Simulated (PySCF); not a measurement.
C2H7BCl2Ge: excited-state calculation

C2H7BCl2Ge, computed with TDDFT CAM-B3LYP/def2-SVPD, vertical, gas phase, core orbitals frozen in the response (PySCF 2.14.0).

The geometry comes from this level: GFN2-xTB. It belongs to a series of runs on one base structure; here: H on Ge replaced by C2H5.

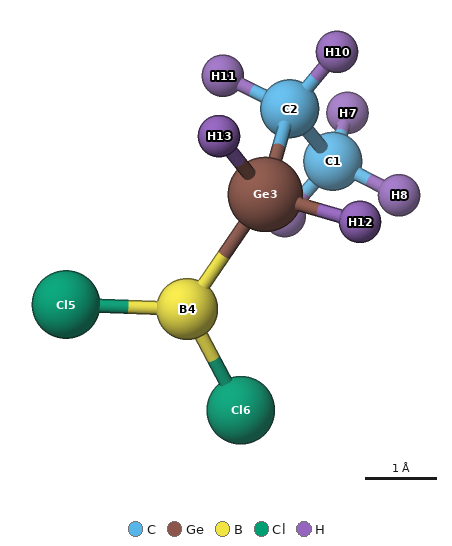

Figure 1. The input geometry (ball-and-stick view, seen at an oblique angle; atoms are numbered from 1 in the order of the input). Sticks mark near contacts. Bond lengths as drawn: B–Cl 1.71 Å, B–Ge 2.03 Å, C–C 1.52 Å, C–Ge 1.99 Å, C–H 1.09 Å and Ge–H 1.50 Å.

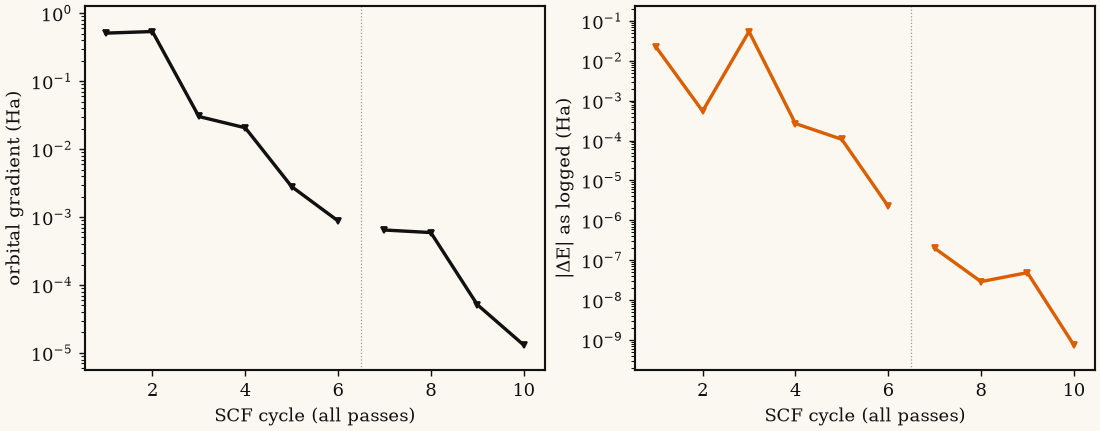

Figure 2. Convergence of the self-consistent field: orbital gradient and size of the energy change against the SCF cycle. The dotted line marks the change from a coarse to the final integration grid. The first 6 cycles use a coarse grid, the final grid takes over at cycle 7, and the field converges after 10 cycles in all.

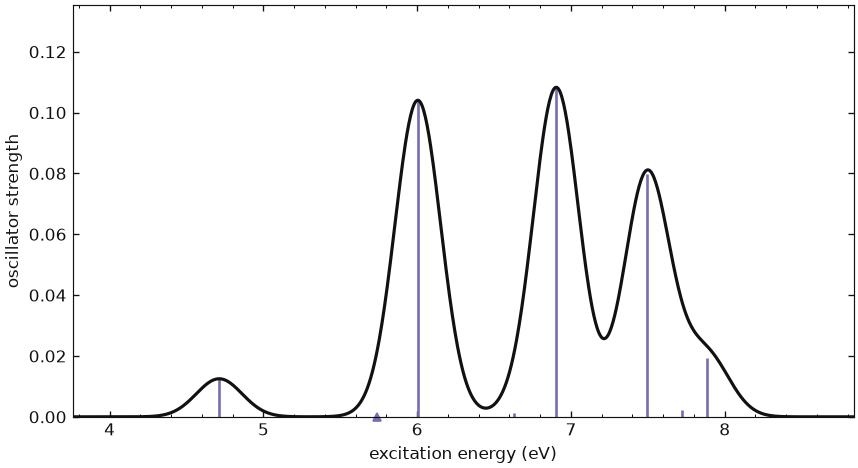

Figure 3. Computed excitations as sticks (degenerate states added up, dark ones marked on the axis), with a Gaussian envelope of 0.35 eV full width at half maximum, scaled to the tallest. Of the 8 states the lowest lies at 4.71 eV (f = 0.013); the strongest line is at 6.90 eV, or 180 nm (f = 0.108).

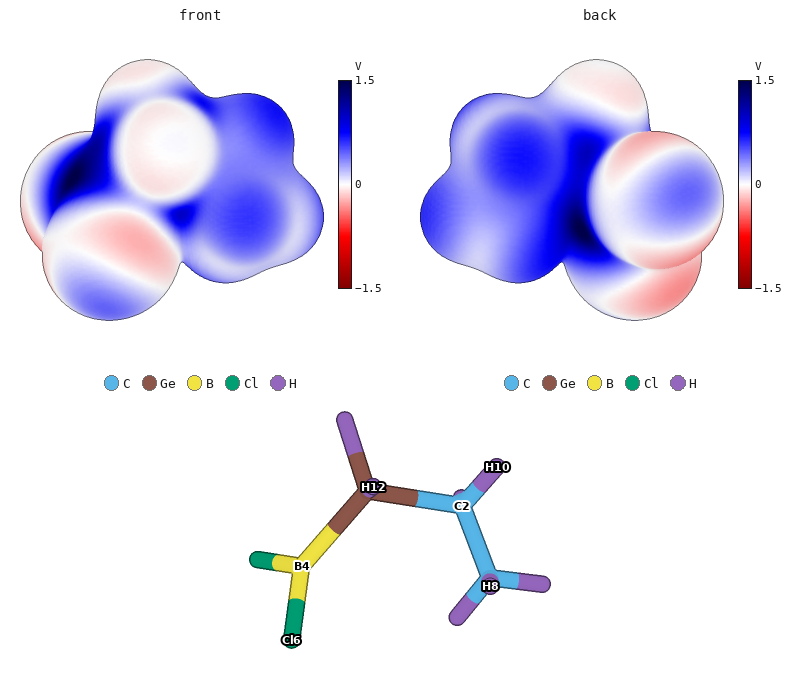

Figure 4. The molecular electrostatic potential painted on the density surface at 0.002 e/bohr³, seen face on and from behind; the colour scale runs from red (negative) to blue (positive). The bare structure is drawn below in the same view. A positive charge is drawn to the negative regions and a negative charge to the positive ones. Its dipole moment is 0.83 D.

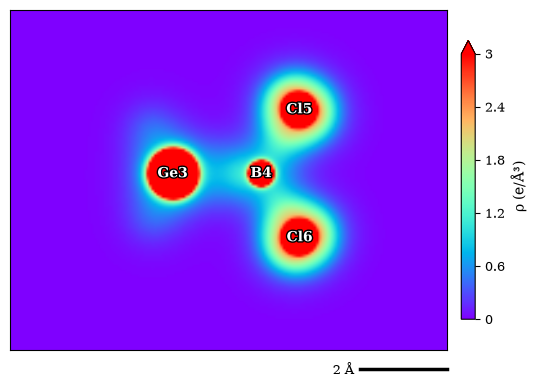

Figure 5. Electron density on the plane of atoms Ge3, B4 and Cl6. The section cuts through Ge, B and Cl sites. B–Cl (1.71 Å): ρ at the midpoint is about 1.5 e/Å³. Ge–B (2.03 Å): ρ at the midpoint is about 0.82 e/Å³.

The input and output of the run follow.

## Input file
```
{"job": {"kind": "uv", "xc": "CAM-B3LYP", "basis": "def2-SVPD", "nstates": 8, "ntriplets": 3}, "charge": 0, "multiplicity": 1}
C     -1.503263     0.494770    -0.653255
C     -0.949277    -0.771484    -0.013502
Ge     0.736412    -0.429584     0.992071
B      2.115915     0.516525    -0.157229
Cl     3.197524    -0.375850    -1.132770
Cl     2.170488     2.222218    -0.230352
H     -2.438839     0.291704    -1.171942
H     -1.691526     1.253565     0.104263
H     -0.796365     0.904861    -1.373698
H     -1.688067    -1.197572     0.665388
H     -0.751281    -1.520881    -0.781643
H      0.374487     0.362679     2.215512
H      1.219404    -1.750464     1.519428
```

The first line tells a small driver script what to run in PySCF; the rest is the geometry in Å.

Run as:
```bash
OMP_NUM_THREADS=1 python <driver script> task.json out
```

## Output
```
coarse grid: 52896 points
cycle   1  E = -3102.1629340735  dE =  2.172e-02  |g| = 5.080e-01  |ddm| = 4.491e+00
cycle   2  E = -3102.1623883619  dE =  5.457e-04  |g| = 5.359e-01  |ddm| = 1.113e+00
cycle   3  E = -3102.2163530865  dE = -5.396e-02  |g| = 3.013e-02  |ddm| = 6.243e-01
cycle   4  E = -3102.2166201171  dE = -2.670e-04  |g| = 2.056e-02  |ddm| = 8.890e-02
cycle   5  E = -3102.2167273838  dE = -1.073e-04  |g| = 2.803e-03  |ddm| = 3.277e-02
cycle   6  E = -3102.2167296343  dE = -2.251e-06  |g| = 8.764e-04  |ddm| = 6.189e-03
final grid: 107760 points
cycle   7  E = -3102.2166522192  dE = -2.011e-07  |g| = 6.440e-04  |ddm| = 5.070e-03
cycle   8  E = -3102.2166522483  dE = -2.911e-08  |g| = 5.908e-04  |ddm| = 1.512e-03
cycle   9  E = -3102.2166522972  dE = -4.895e-08  |g| = 5.150e-05  |ddm| = 6.627e-04
cycle  10  E = -3102.2166522980  dE = -7.531e-10  |g| = 1.311e-05  |ddm| = 9.208e-05
converged SCF energy = -3102.2166522980

Static polarisability (au): isotropic 95.601, principal 85.109 97.155 104.540

Singlet excitations
state   eV       nm        f      main configurations
  1   4.7126    263.1   0.01254   H->L 0.79, H-1->L 0.18
  2   5.7390    216.0   0.00044   H-2->L 0.67, H-3->L 0.30
  3   6.0045    206.5   0.10421   H-1->L 0.79, H->L 0.18
  4   6.6282    187.1   0.00141   H-3->L 0.65, H-2->L 0.31
  5   6.9047    179.6   0.10829   H-4->L 0.92
  6   7.4953    165.4   0.07992   H->L+1 0.88
  7   7.7211    160.6   0.00233   H-5->L 0.53, H-8->L 0.28
  8   7.8853    157.2   0.01948   H->L+2 0.45, H-1->L+1 0.29, H-5->L 0.08

Triplet excitations (Tamm-Dancoff, eV): 3.9842 5.5289 5.5670
```

## Results in brief

- outcome: converged
- total energy: −3102.216652 hartree
- HOMO: −9.31 eV
- LUMO: −0.92 eV
- dipole moment: 0.83 D
- mean polarisability: 95.60 a.u.
- lowest singlet excitation: 4.71 eV
- hardware: 1 CPU thread, shared host
- wall time: 88 s
- peak memory: 0.97 GiB

## Remarks

Spin–orbit coupling is left out, which matters for the heavy atoms.
